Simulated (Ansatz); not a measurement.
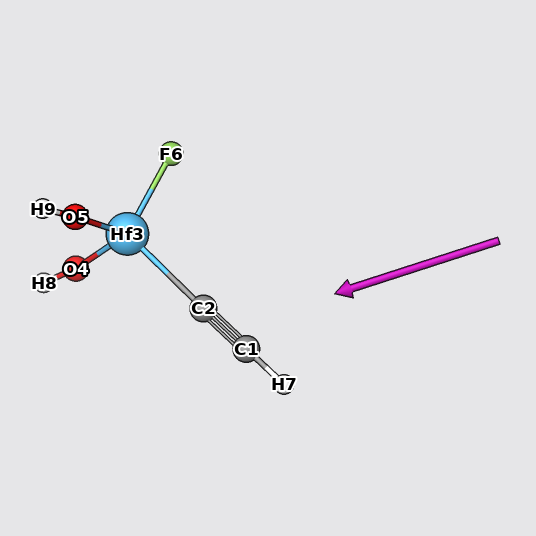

The arrow beside the molecule shows the direction of the dipole moment, from the negative to the positive end (its length means nothing). Charge 0, singlet. The geometry was computed by an optimisation with PBE0-D4/def2-TZVP. Properties computed with RKS ωB97M-V/def2-TZVPP, core potentials on Hf (Ansatz 0.2.0).

Question: How large is the dipole moment?

Answer: 2.91 D; it points from the side of H7 to the side of H8, H9 (the outermost atoms at the two ends).
